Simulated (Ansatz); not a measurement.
# CH5FGeSSi: a ladder of functionals and wavefunction methods

How much do the methods differ for CH5FGeSSi? The plan is to run it at one geometry with functionals of several rungs and with coupled cluster, and see how far each lands from CCSD(T) at the basis-set limit for the atomisation energy.

Program: Ansatz 0.2.0, Gaussian basis. Level of theory: functionals in def2-TZVPP, the program's frozen cores in correlated methods. These are calculated values, not measurements.

Levels to be run: PBE-D4, r2SCAN-D4, PBE0-D4, B3LYP-D4, ωB97X-V, ωB97M-V, B2PLYP; CCSD(T)/def2-TZVPP; MP2/def2-QZVPP; extrapolation to the limit.

**1. The geometry**

The geometry comes from an earlier relaxation with PBE0-D4 in a triple-zeta def2 set; it is a stationary point, not always the lowest conformer.

SMILES `[F][GeH]1[CH2][SiH2][S]1`, 10 atoms, charge 0, spin multiplicity 1.

Atoms are counted from 1 here; the program's logs count them from 0.

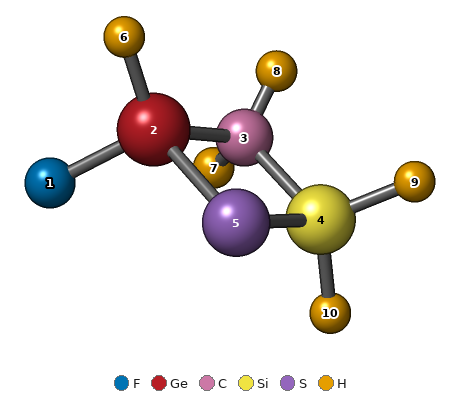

The geometry (fluorine blue, germanium red, carbon pink, silicon yellow, sulfur purple, hydrogen amber); atoms are numbered from 1 in the order of the file.

**2. PBE-D4 (GGA)**

Contents of in.yaml:

```yaml
crystal:
  periodic: [false, false, false]
  atoms:
    - {symbol: F, position_ang: [-0.952582, 1.033844, 2.290564]}
    - {symbol: Ge, position_ang: [-1.026535, -0.099492, 0.971836]}
    - {symbol: C, position_ang: [0.772124, -0.508811, 0.332711]}
    - {symbol: Si, position_ang: [0.467323, 0.369551, -1.307829]}
    - {symbol: S, position_ang: [-1.577700, 0.933659, -0.915555]}
    - {symbol: H, position_ang: [-2.007529, -1.182751, 1.436562]}
    - {symbol: H, position_ang: [1.531659, -0.043113, 0.962110]}
    - {symbol: H, position_ang: [0.974737, -1.577046, 0.249702]}
    - {symbol: H, position_ang: [0.563341, -0.527939, -2.487071]}
    - {symbol: H, position_ang: [1.338362, 1.551098, -1.530130]}
basis:
  gaussian: {orbitals: def2-TZVPP}
hamiltonian: {xc: pbe, dispersion: d4}
output: {forces: true, orbitals: {seedname: orbitals}}
```

Launch:

```
ansatz run in.yaml --threads 4 --pin off --events-out ev --progress --plain --max-ram 10444MiB
```

Output (excerpt; [...] marks lines left out):

```text
Functional definition: PBE
  name "PBE"
  cite "Perdew, Burke & Ernzerhof, Phys. Rev. Lett. 77, 3865 (1996) doi:10.1103/PhysRevLett.77.3865"
  parent pbe
[...]
1561 factors; their error is unknown
[...]
mean field -79050.07696238 eV, -2905.0367463009 hartree, gradient 1.6e-5 eV, S^2 0.000000; 0 other end points of the search recorded, 0 dependent functions left out
[...]
reference -79050.07700399 eV, -2905.0367478299 hartree; 41, 41 occupied and 223, 223 virtual orbitals, 1561 factors
Total energy: -79050.37449043 eV, -2905.0476802548 hartree
Atom 0 at    -0.952582     1.033844     2.290564 Å, force     0.024810     0.436509     0.518451 eV/Å
Atom 1 at    -1.026535    -0.099492     0.971836 Å, force    -0.066971    -0.370588    -0.218439 eV/Å
Atom 2 at     0.772124    -0.508811     0.332711 Å, force     0.125434    -0.032560    -0.045644 eV/Å
Atom 3 at     0.467323     0.369551    -1.307829 Å, force     0.044907     0.002342    -0.040004 eV/Å
Atom 4 at    -1.577700     0.933659    -0.915555 Å, force    -0.299486     0.207406    -0.235009 eV/Å
Atom 5 at    -2.007529    -1.182751     1.436562 Å, force    -0.138802    -0.147639     0.064416 eV/Å
Atom 6 at     1.531659    -0.043113     0.962110 Å, force     0.142669     0.077218     0.125968 eV/Å
Atom 7 at     0.974737    -1.577046     0.249702 Å, force     0.043083    -0.205022    -0.003903 eV/Å
Atom 8 at     0.563341    -0.527939    -2.487071 Å, force     0.019463    -0.098745    -0.133656 eV/Å
Atom 9 at     1.338362     1.551098    -1.530130 Å, force     0.104893     0.131080    -0.032181 eV/Å
Dipole moment:     0.295953    -0.451189    -0.109544 e Å
```

Run time: 2.9 s. Hardware: 4 threads of Arm Neoverse V2, shared host; peak memory 0.42 GiB.

Atomisation energy: 35.959 eV (free atoms -79014.415 eV, run apart). HOMO -6.45 eV, LUMO -1.28 eV.

**3. r2SCAN-D4 (meta-GGA)**

Changes to in.yaml since step 2:

```diff
@@ -15,3 +15,3 @@
   gaussian: {orbitals: def2-TZVPP}
-hamiltonian: {xc: pbe, dispersion: d4}
+hamiltonian: {xc: r2scan, dispersion: d4}
 output: {forces: true, orbitals: {seedname: orbitals}}
```

The command is unchanged.

Output (excerpt; [...] marks lines left out):

```text
Functional definition: r2SCAN
  name "r2SCAN"
  cite "Furness, Kaplan, Ning, Perdew & Sun, J. Phys. Chem. Lett. 11, 8208 (2020) doi:10.1021/acs.jpclett.0c02405"
  cite "Furness, Kaplan, Ning, Perdew & Sun, J. Phys. Chem. Lett. 11, 9248 (2020) doi:10.1021/acs.jpclett.0c03077"
  parent r2scan
[...]
1561 factors; their error is unknown
[...]
mean field -79068.18106027 eV, -2905.7020596271 hartree, gradient 1.3e-5 eV, S^2 0.000000; 0 other end points of the search recorded, 0 dependent functions left out
[...]
reference -79068.18107246 eV, -2905.7020600747 hartree; 41, 41 occupied and 223, 223 virtual orbitals, 1561 factors
Total energy: -79068.24908573 eV, -2905.7045595165 hartree
Atom 0 at    -0.952582     1.033844     2.290564 Å, force     0.007552     0.030312     0.026683 eV/Å
Atom 1 at    -1.026535    -0.099492     0.971836 Å, force    -0.028879    -0.085693     0.010241 eV/Å
Atom 2 at     0.772124    -0.508811     0.332711 Å, force     0.070435    -0.015745    -0.003706 eV/Å
Atom 3 at     0.467323     0.369551    -1.307829 Å, force     0.031013    -0.002779    -0.021802 eV/Å
Atom 4 at    -1.577700     0.933659    -0.915555 Å, force    -0.092292     0.061248    -0.045673 eV/Å
Atom 5 at    -2.007529    -1.182751     1.436562 Å, force     0.015997     0.026754    -0.004549 eV/Å
Atom 6 at     1.531659    -0.043113     0.962110 Å, force    -0.008954    -0.019986     0.006485 eV/Å
Atom 7 at     0.974737    -1.577046     0.249702 Å, force     0.005639     0.011268     0.017274 eV/Å
Atom 8 at     0.563341    -0.527939    -2.487071 Å, force     0.007275     0.015071     0.016667 eV/Å
Atom 9 at     1.338362     1.551098    -1.530130 Å, force    -0.007785    -0.020449    -0.001622 eV/Å
Dipole moment:     0.311022    -0.469906    -0.114106 e Å
```

Wall time 6.5 s (4 threads of Arm Neoverse V2, shared host); peak memory 0.45 GiB.

Atomisation energy: 35.812 eV (free atoms -79032.438 eV, run apart). HOMO -6.74 eV, LUMO -0.96 eV.

**4. PBE0-D4 (hybrid)**

Changes to in.yaml since step 3:

```diff
@@ -15,3 +15,3 @@
   gaussian: {orbitals: def2-TZVPP}
-hamiltonian: {xc: r2scan, dispersion: d4}
-output: {forces: true, orbitals: {seedname: orbitals}}
+hamiltonian: {xc: pbe0, dispersion: d4}
+output: {orbitals: {seedname: orbitals}}
```

The command is unchanged.

Output:

```text
Functional definition: PBE0
  name "PBE0"
  cite "Adamo & Barone, J. Chem. Phys. 110, 6158 (1999) doi:10.1063/1.478522"
  cite "Perdew, Burke & Ernzerhof, Phys. Rev. Lett. 77, 3865 (1996) doi:10.1103/PhysRevLett.77.3865"
  parent pbe
  parameter a = 0.25
  parameter kappa = 0.804
  parameter beta = 0.06672455060314922
  exchange = (1 - a)*pbe_x(kappa = kappa, mu = beta*pi^2/3) + a*exact_x
  correlation = pbe_c(beta = beta)
1638 factors; their error is unknown
mean field evaluation 1: about -79046.0532 eV, gradient 6.1e1 eV
mean field evaluation 2: about -79039.0163 eV, gradient 8.5e1 eV
mean field evaluation 4: about -79053.1172 eV, gradient 5.1e0 eV
mean field evaluation 8: about -79053.4657 eV, gradient 2.8e-1 eV
mean field evaluation 16: about -79053.4658 eV, gradient 2.4e-5 eV
mean field -79053.46580562 eV, -2905.1612839930 hartree, gradient 2.4e-5 eV, S^2 0.000000; 0 other end points of the search recorded, 0 dependent functions left out
reference -79053.46583683 eV, -2905.1612851397 hartree; 41, 41 occupied and 223, 223 virtual orbitals, 1638 factors
Total energy: -79053.71863765 eV, -2905.1705753984 hartree
```

It took 4 s on 4 threads of Arm Neoverse V2, shared host; peak memory 0.91 GiB.

Atomisation energy: 35.523 eV (free atoms -79018.195 eV, run apart). HOMO -7.65 eV, LUMO -0.45 eV.

**5. B3LYP-D4 (hybrid)**

B3LYP here takes the VWN-RPA correlation.

Changes to in.yaml since step 4:

```diff
@@ -15,3 +15,3 @@
   gaussian: {orbitals: def2-TZVPP}
-hamiltonian: {xc: pbe0, dispersion: d4}
-output: {orbitals: {seedname: orbitals}}
+hamiltonian: {xc: {name: B3LYP}, dispersion: d4}
+output: {forces: true, orbitals: {seedname: orbitals}}
```

Launched as before.

Output (excerpt; [...] marks lines left out):

```text
Functional definition: B3LYP
  name "B3LYP"
  cite "Stephens, Devlin, Chabalowski & Frisch, J. Phys. Chem. 98, 11623 (1994) doi:10.1021/j100096a001"
  cite "Becke, Phys. Rev. A 38, 3098 (1988) doi:10.1103/PhysRevA.38.3098"
  cite "Lee, Yang & Parr, Phys. Rev. B 37, 785 (1988) doi:10.1103/PhysRevB.37.785"
  cite "Vosko, Wilk & Nusair, Can. J. Phys. 58, 1200 (1980) doi:10.1139/p80-159"
[...]
1607 factors; their error is unknown
[...]
mean field -79073.78698065 eV, -2905.9080734011 hartree, gradient 2.5e-5 eV, S^2 0.000000; 0 other end points of the search recorded, 0 dependent functions left out
[...]
reference -79073.78725406 eV, -2905.9080834488 hartree; 41, 41 occupied and 223, 223 virtual orbitals, 1607 factors
Total energy: -79074.27370379 eV, -2905.9259601463 hartree
Atom 0 at    -0.952582     1.033844     2.290564 Å, force     0.017269     0.222931     0.263172 eV/Å
Atom 1 at    -1.026535    -0.099492     0.971836 Å, force    -0.199974    -0.312766     0.098139 eV/Å
Atom 2 at     0.772124    -0.508811     0.332711 Å, force     0.232895    -0.077269     0.005453 eV/Å
Atom 3 at     0.467323     0.369551    -1.307829 Å, force     0.247514     0.035673    -0.282026 eV/Å
Atom 4 at    -1.577700     0.933659    -0.915555 Å, force    -0.193373     0.147413    -0.169092 eV/Å
Atom 5 at    -2.007529    -1.182751     1.436562 Å, force    -0.009414    -0.012013     0.014424 eV/Å
Atom 6 at     1.531659    -0.043113     0.962110 Å, force    -0.045629    -0.050747    -0.036270 eV/Å
Atom 7 at     0.974737    -1.577046     0.249702 Å, force    -0.005137     0.069798     0.018717 eV/Å
Atom 8 at     0.563341    -0.527939    -2.487071 Å, force     0.005896     0.059508     0.076550 eV/Å
Atom 9 at     1.338362     1.551098    -1.530130 Å, force    -0.050046    -0.082528     0.010934 eV/Å
Dipole moment:     0.308666    -0.472809    -0.135092 e Å
```

Run time: 6.5 s. Hardware: 4 threads of Arm Neoverse V2, shared host; peak memory 0.95 GiB.

Atomisation energy: 35.264 eV (free atoms -79039.009 eV, run apart). HOMO -7.40 eV, LUMO -0.66 eV.

**6. ωB97X-V (range-separated)**

Changes to in.yaml since step 5:

```diff
@@ -15,3 +15,3 @@
   gaussian: {orbitals: def2-TZVPP}
-hamiltonian: {xc: {name: B3LYP}, dispersion: d4}
-output: {forces: true, orbitals: {seedname: orbitals}}
+hamiltonian: {xc: {name: wB97X-V}}
+output: {orbitals: {seedname: orbitals}}
```

The command is unchanged.

Output (excerpt; [...] marks lines left out):

```text
Functional definition: wB97X-V
  name "wB97X-V"
  cite "Mardirossian & Head-Gordon, Phys. Chem. Chem. Phys. 16, 9904 (2014) doi:10.1039/C3CP54374A"
  cite "Becke, J. Chem. Phys. 107, 8554 (1997) doi:10.1063/1.475007"
  cite "Vydrov & Van Voorhis, J. Chem. Phys. 133, 244103 (2010) doi:10.1063/1.3521275"
[...]
      + integral(e_c_pw_opposite_spin*poly(b97_u_opposite, cos0, cos1)) + vv10(b, c)
1602 factors; their error is unknown
324 factors; integrals over basis functions are off by at most 1.2e-5 eV
[...]
mean field -79062.36714842 eV, -2905.4884023073 hartree, gradient 2.7e-5 eV, S^2 0.000000; 0 other end points of the search recorded, 0 dependent functions left out
reference -79062.36714636 eV, -2905.4884022316 hartree; 41, 41 occupied and 223, 223 virtual orbitals, 1602 factors
Total energy: -79062.36714636 eV, -2905.4884022316 hartree
```

Run time: 10 s. Hardware: 4 threads of Arm Neoverse V2, shared host; peak memory 1.1 GiB.

Atomisation energy: 35.943 eV (free atoms -79026.424 eV, run apart). HOMO -9.96 eV, LUMO 1.54 eV.

**7. ωB97M-V (range-separated)**

Changes to in.yaml since step 6:

```diff
@@ -15,3 +15,3 @@
   gaussian: {orbitals: def2-TZVPP}
-hamiltonian: {xc: {name: wB97X-V}}
-output: {orbitals: {seedname: orbitals}}
+hamiltonian: {xc: {name: wB97M-V}}
+output: {forces: true, orbitals: {seedname: orbitals}}
```

The command is unchanged.

Output (excerpt; [...] marks lines left out):

```text
Functional definition: wB97M-V
  name "wB97M-V"
  cite "Mardirossian & Head-Gordon, J. Chem. Phys. 144, 214110 (2016) doi:10.1063/1.4952647"
  cite "Becke, J. Chem. Phys. 107, 8554 (1997) doi:10.1063/1.475007"
  cite "Vydrov & Van Voorhis, J. Chem. Phys. 133, 244103 (2010) doi:10.1063/1.3521275"
  # Of w^i u^j: cxij and so on, Table III.
[...]
  gx(w, u) = 1 - cx + cx01*u + cx10*w
  gss(w, u) = css00 + css04*u^4 + css10*w + css20*w^2 + css43*w^4*u^3
  gos(w, u) = cos00 + cos10*w + (cos20 + cos21*u)*w^2 + (cos60 + cos61*u)*w^6
[...]
      + integral(e_c_pw_mod_opposite_spin*gos(b97_w_opposite, b97_u_opposite)) + vv10(b, c)
1599 factors; their error is unknown
324 factors; integrals over basis functions are off by at most 1.2e-5 eV
[...]
Atom 0 at    -0.952582     1.033844     2.290564 Å, force     0.013366     0.055895     0.049985 eV/Å
Atom 1 at    -1.026535    -0.099492     0.971836 Å, force    -0.092989    -0.164278    -0.032282 eV/Å
Atom 2 at     0.772124    -0.508811     0.332711 Å, force     0.018366    -0.015080     0.029374 eV/Å
Atom 3 at     0.467323     0.369551    -1.307829 Å, force     0.139872     0.025831    -0.171323 eV/Å
Atom 4 at    -1.577700     0.933659    -0.915555 Å, force     0.009423    -0.007129     0.034568 eV/Å
Atom 5 at    -2.007529    -1.182751     1.436562 Å, force     0.094110     0.095464    -0.039116 eV/Å
Atom 6 at     1.531659    -0.043113     0.962110 Å, force    -0.059317    -0.035168    -0.047122 eV/Å
Atom 7 at     0.974737    -1.577046     0.249702 Å, force    -0.013208     0.083943     0.004229 eV/Å
Atom 8 at     0.563341    -0.527939    -2.487071 Å, force    -0.006183     0.105074     0.142667 eV/Å
Atom 9 at     1.338362     1.551098    -1.530130 Å, force    -0.103440    -0.144552     0.029018 eV/Å
Dipole moment:     0.303529    -0.476575    -0.126371 e Å
```

Wall time 14 s (4 threads of Arm Neoverse V2, shared host); peak memory 1.2 GiB.

Atomisation energy: 35.660 eV (free atoms -79030.338 eV, run apart). HOMO -9.80 eV, LUMO 1.24 eV.

**8. B2PLYP (double hybrid)**

Changes to in.yaml since step 7:

```diff
@@ -15,3 +15,2 @@
   gaussian: {orbitals: def2-TZVPP}
-hamiltonian: {xc: {name: wB97M-V}}
-output: {forces: true, orbitals: {seedname: orbitals}}
+hamiltonian: {xc: {name: B2PLYP}}
```

The command is unchanged.

Output (excerpt; [...] marks lines left out):

```text
Functional definition: B2PLYP
  name "B2PLYP"
  cite "Grimme, J. Chem. Phys. 124, 034108 (2006) doi:10.1063/1.2148954"
  cite "Becke, Phys. Rev. A 38, 3098 (1988) doi:10.1103/PhysRevA.38.3098"
  cite "Lee, Yang & Parr, Phys. Rev. B 37, 785 (1988) doi:10.1103/PhysRevB.37.785"
[...]
1583 factors; integrals over basis functions are off by at most 1.1e-3 eV
[...]
mean field -79043.70976992 eV, -2904.8027562938 hartree, gradient 2.5e-6 eV, S^2 0.000000; 0 other end points of the search recorded, 0 dependent functions left out
21 core orbitals not correlated: weight in the atoms' cores, before any rotation towards them, 1.000 or more for the frozen orbitals, at most 0.000 for the correlated occupied ones
reference -79043.70994297 eV, -2904.8027626531 hartree; 20, 20 occupied and 223, 223 virtual orbitals, 1583 factors
second order -31.95069194 eV of doubles, -0.00000000 eV of singles
Total energy: -79052.33662979 eV, -2905.1197875465 hartree
```

Wall time 7 s (4 threads of Arm Neoverse V2, shared host); peak memory 0.8 GiB.

With the free atoms at this level, -79017.316 eV in sum, the atomisation energy is 35.020 eV.

**9. Orbital energies across the functionals**

Dipoles come from the runs that computed forces. Levels, from each run's orbital file:

| functional | HOMO (eV) | LUMO (eV) | gap (eV) | dipole (D) |
| --- | --- | --- | --- | --- |
| PBE-D4 | -6.45 | -1.28 | 5.18 | 2.64 |
| r2SCAN-D4 | -6.74 | -0.96 | 5.78 | 2.76 |
| PBE0-D4 | -7.65 | -0.45 | 7.19 |  |
| B3LYP-D4 | -7.40 | -0.66 | 6.73 | 2.79 |
| ωB97X-V | -9.96 | 1.54 | 11.50 |  |
| ωB97M-V | -9.80 | 1.24 | 11.04 | 2.78 |

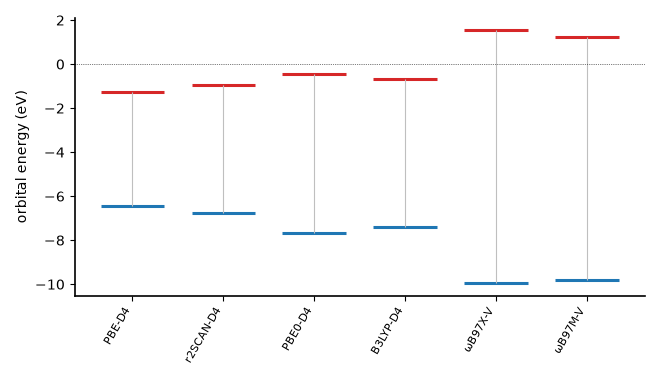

Highest occupied (blue) and lowest empty (red) level by functional.

**10. CCSD(T) in def2-TZVPP**

Changes to in.yaml since step 8:

```diff
@@ -15,2 +15,2 @@
   gaussian: {orbitals: def2-TZVPP}
-hamiltonian: {xc: {name: B2PLYP}}
+correlation: {method: ccsd_t}
```

The command is unchanged.

Output (excerpt; [...] marks lines left out):

```text
Functional definition: HF
  name "HF"
  cite "Fock, Z. Phys. 61, 126 (1930) doi:10.1007/BF01340294"
  parent pbe
[...]
1583 factors; integrals over basis functions are off by at most 1.1e-3 eV
[...]
mean field -78973.76606094 eV, -2902.2323723983 hartree, gradient 1.8e-6 eV, S^2 0.000000; 0 other end points of the search recorded, 0 dependent functions left out
21 core orbitals not correlated: weight in the atoms' cores, before any rotation towards them, 1.000 or more for the frozen orbitals, at most 0.000 for the correlated occupied ones
reference -78973.76606094 eV, -2902.2323723983 hartree; 20, 20 occupied and 223, 223 virtual orbitals, 1583 factors
second order -26.25490510 eV of doubles, -0.00000000 eV of singles
cycle   1  -26.43798007 eV  change   -1.8e-1 eV  update   1.2e-1
[...]
cycle   9  -27.25980658 eV  change   -3.0e-5 eV  update   3.1e-5
perturbative correction -1.11031662 eV, -0.0408033834 hartree
Total energy: -79002.13618415 eV, -2903.2749551961 hartree
```

Wall time 4.1 min (4 threads of Arm Neoverse V2, shared host); peak memory 6.2 GiB.

**11. MP2 in def2-QZVPP**

Changes to in.yaml since step 10:

```diff
@@ -14,3 +14,3 @@
 basis:
-  gaussian: {orbitals: def2-TZVPP}
-correlation: {method: ccsd_t}
+  gaussian: {orbitals: "def2-QZVPP.json"}
+correlation: {method: mp2}
```

The command is unchanged.

Output:

```text
Functional definition: HF
  name "HF"
  cite "Fock, Z. Phys. 61, 126 (1930) doi:10.1007/BF01340294"
  parent pbe
  exchange = exact_x
  correlation = 0
3013 factors; integrals over basis functions are off by at most 8.7e-4 eV
mean field evaluation 1: about -78971.6542 eV, gradient 4.0e1 eV
mean field evaluation 2: about -78971.8428 eV, gradient 4.0e1 eV
mean field evaluation 4: about -78975.5656 eV, gradient 4.3e0 eV
mean field evaluation 8: about -78975.6301 eV, gradient 3.2e-1 eV
mean field evaluation 16: about -78975.6314 eV, gradient 2.7e-6 eV
mean field -78975.63140624 eV, -2902.3009225737 hartree, gradient 2.7e-6 eV, S^2 0.000000; 0 other end points of the search recorded, 0 dependent functions left out
21 core orbitals not correlated: weight in the atoms' cores, before any rotation towards them, 1.000 or more for the frozen orbitals, at most 0.000 for the correlated occupied ones
reference -78975.63140624 eV, -2902.3009225737 hartree; 20, 20 occupied and 452, 452 virtual orbitals, 3013 factors
second order -35.06495911 eV of doubles, -0.00000000 eV of singles
Total energy: -79010.69636535 eV, -2903.5895360531 hartree
```

Run time: 26 s. Hardware: 4 threads of Arm Neoverse V2, shared host; peak memory 3.4 GiB.

Energy pieces by basis (eV):

| basis | HF | MP2 correlation | CCSD correlation | (T) | total |
| --- | --- | --- | --- | --- | --- |
| def2-TZVPP | -78973.7661 | -26.2549 | -27.2598 | -1.1103 | -79002.1362 |
| def2-QZVPP | -78975.6314 | -35.0650 |  |  | -79010.6964 (MP2) |

The report of the def2-TZVPP run gives T1 = 0.0119.

**12. The basis-set limit**

This step is arithmetic on the last runs, with X = 3 and 4: exp(−7.88√X) for Hartree-Fock, X^−2.97 for correlation; only MP2 was run in the larger set, so CCSD(T) minus MP2 is added from the smaller one.

| level | energy at the limit (eV) |
| --- | --- |
| HF | -78975.8883 |
| MP2 | -79017.4793 |
| CCSD | -79018.4842 |
| CCSD(T) | -79019.5945 |

This is no true limit for total energies: MP2 correlation changes by a factor of 1.34 from triple to quadruple zeta (about 1.07 in light molecules), because outer-core shells are correlated in sets not made for them. Much of that cancels between molecule and atoms or ions.

**13. Atomisation energies**

Free atoms (1 F, 1 Ge, 1 C, 1 Si, 1 S, 5 H) were run apart at each level; the atomisation energy is their sum less the molecule, without zero-point or spin-orbit terms.

Differences are taken before rounding.

| method | rung | atoms, summed (eV) | atomisation energy (eV) | from CCSD(T)/CBS (eV) | time |
| --- | --- | --- | --- | --- | --- |
| PBE-D4 | GGA | -79014.415 | 35.959 | +0.203 | 2.9 s |
| r2SCAN-D4 | meta-GGA | -79032.438 | 35.812 | +0.055 | 6.5 s |
| PBE0-D4 | hybrid | -79018.195 | 35.523 | -0.233 | 4 s |
| B3LYP-D4 | hybrid | -79039.009 | 35.264 | -0.492 | 6.5 s |
| ωB97X-V | range-separated | -79026.424 | 35.943 | +0.187 | 10 s |
| ωB97M-V | range-separated | -79030.338 | 35.660 | -0.096 | 14 s |
| B2PLYP | double hybrid | -79017.316 | 35.020 | -0.736 | 7 s |
| HF/def2-TZVPP | wavefunction | -78947.774 | 25.992 | -9.764 |  |
| MP2/def2-TZVPP | wavefunction | -78964.607 | 35.414 | -0.342 |  |
| CCSD/def2-TZVPP | wavefunction | -78966.809 | 34.217 | -1.540 |  |
| CCSD(T)/def2-TZVPP | wavefunction | -78967.327 | 34.809 | -0.947 | 4.1 min |
| MP2/CBS | wavefunction | -78981.118 | 36.361 | +0.605 |  |
| CCSD(T)/CBS | wavefunction | -78983.838 | 35.756 | 0 | 4.6 min |

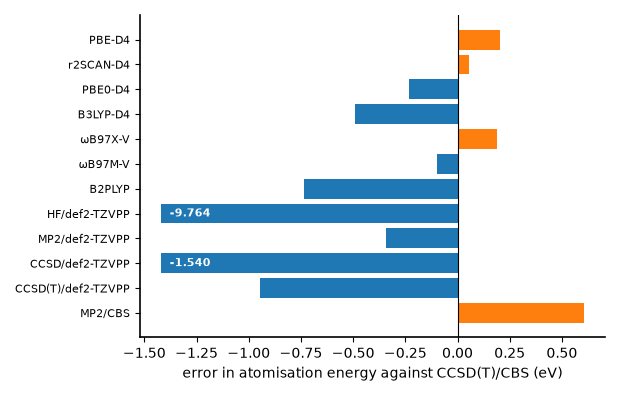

Deviations from CCSD(T)/CBS, method by method. Bars with a number in them are cut short.

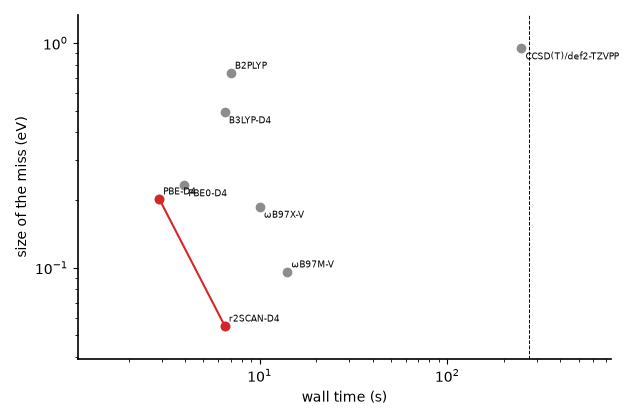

Miss against cost. Red marks the levels that no quicker level drawn beats (of those quicker than the yardstick), and the dashed line is the time of CCSD(T)/CBS. Times are from a shared host.

B2PLYP carry no dispersion term (for B3LYP, D4 adds 0.486 eV).

Times are those of the molecule's run; HF, MP2 and CCSD come out of the CCSD(T) runs, and the limit's time is the sum of the runs that it needs.

**14. What came out**

| quantity | value |
| --- | --- |
| atomisation energy, CCSD(T)/CBS | 35.756 eV |
| functionals within 0.358 eV (1.0 %) | PBE-D4, r2SCAN-D4, PBE0-D4, ωB97X-V, ωB97M-V |
| farthest | B2PLYP (-0.736 eV) |
| mean size of error, hybrid | 0.362 eV |
| mean size of error, range-separated | 0.142 eV |
| gap, smallest and largest | 5.18 eV (PBE-D4), 11.50 eV (ωB97X-V) |
| T1 diagnostic | 0.0119 |
| triples share of the correlation energy | 3.9 % |

What this shows: PBE-D4 is off by +0.203 eV. Double hybrids carry the basis error of their MP2 part in triple zeta, and no dispersion term here, so their miss is partly the set-up's. Misses under about 0.358 eV are within the doubt on the reference itself, which lacks core-valence correlation, relativity and higher excitations, and its outer-core shells are covered unevenly. Hartree-Fock recovers 73 % of the binding; the rest is correlation. Orbital gaps span 5.2 to 11.5 eV; exact exchange widens them. Correlated methods include outer-core shells of Ge, which these sets cover unevenly.

r2SCAN-D4 reaches 0.055 eV from the reference in 6.5 s, where CCSD(T)/CBS took 4.6 min; the quickest level in the cost chart, PBE-D4, takes 2.9 s and misses by 0.203 eV.
